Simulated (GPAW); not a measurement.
Consider CuSi2P3 (P3m1).

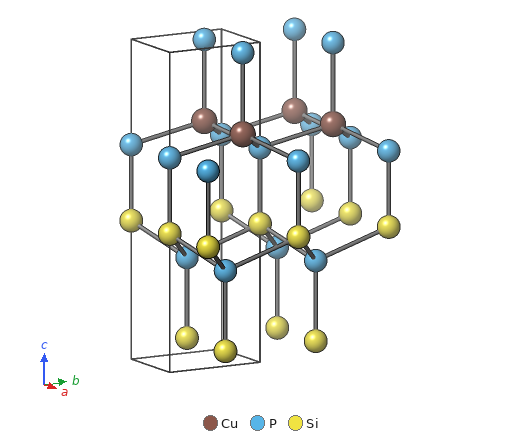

The structure (copper brown, phosphorus blue, silicon yellow). 2×2×1 cells are drawn. Some periodic images of atoms are drawn too.

```xyz
6
Lattice="3.7320 0.0000 0.0000 -1.8660 3.2320 0.0000 0.0000 0.0000 9.0856" Properties=species:S:1:pos:R:3 pbc="T T T"
Cu    0.0000    2.1547    6.6960
P     0.0000    0.0000    6.0917
P     1.8660    1.0773    3.0408
P     0.0000    2.1547    9.0105
Si    0.0000    0.0000    3.9322
Si    1.8660    1.0773    0.7569
```

Absorber: atom 5, with 1 P at 2.16 Å and 3 P at 2.33 Å (distorted tetrahedral, site symmetry 3m). Method: GPAW, LDA, excited-electron core hole (neutral cell), 24-atom cell with 7.5 Å between holes, 3×3×3 k points, dipole transitions, Gaussian full width 0.9 eV up to 4 eV, rising linearly to 3.5 eV at 25 eV.

**Question.** Where do the maxima of the Si K edge fall?

Main maxima up to 24 eV above the zero (height): 0.9 eV (2.25), 4.4 eV (1.53), 8.3 eV (1.13) and 13.3 eV (0.95). A K edge sees empty p states on the absorber. The total-energy difference is 1844.51 eV. One term is added: -14.86 eV, since the hole is spin-paired here and a spin-polarised one costs that much less in the free atom (computed apart). The photon energy is then 1829.65 eV. The tabulated edge of the element is 1839 eV. The functional leaves an error in such absolute values: in the free atom LDA prices this hole 7.8 eV below PBE (computed apart), and PBE is itself good to a few eV.

The Si K spectrum (energy from the lowest empty level; intensity scaled to a mean of 1 over the first 20 eV; polarised curves are means over the symmetry-equivalent atoms):

```tsv
E (eV)	isotropic	ε ⊥ c	ε ∥ c
-2.0	0.00	0.00	0.00
-0.5	0.12	0.13	0.12
1.0	2.25	2.97	0.80
2.5	1.35	1.53	0.99
4.0	1.33	0.76	2.46
5.5	0.81	0.79	0.87
7.0	0.67	0.60	0.80
8.5	1.11	1.09	1.15
10.0	0.92	0.99	0.77
11.5	0.77	0.74	0.84
13.0	0.93	1.00	0.80
14.5	0.84	0.84	0.85
16.0	0.76	0.70	0.89
17.5	0.78	0.77	0.80
19.0	0.76	0.77	0.73
20.5	0.67	0.64	0.74
22.0	0.67	0.62	0.77
23.5	0.68	0.63	0.79
25.0	0.67	0.62	0.76
26.5	0.67	0.62	0.75
28.0	0.66	0.64	0.71
29.5	0.63	0.63	0.64
```

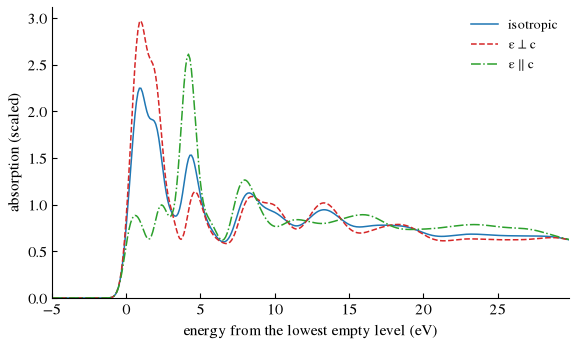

The Si K edge.

The crystal has 2 inequivalent Si sites and not all are shown here, while a measurement adds them all. The mesh is coarse (0.32 Å⁻¹ between points), so small maxima may be mesh ripples. The structure is a computed Materials Project entry and may be a hypothetical form.

[Banner, clock and machine lines of the logs are left out without a mark of their own.]

[Logs are printed without paths, hosts, clocks, repeated set-up lines and the standing remarks that a program may print on its own settings, such as how far it seeks lower states.]

[Hosts, paths, dates, database ids (printed as entryN), source tags and the programs' standing remarks are cut or masked in the printed files.]

[Lists of maxima count a maximum above −3 eV only where it reaches 4 % of the highest in the window and stands out from its surroundings by 2 % of it (1.5 % where it reaches 55 %); shoulders and weaker maxima are passed over, and of the rest the first, up to two pre-edge ones and the few strongest are named.]
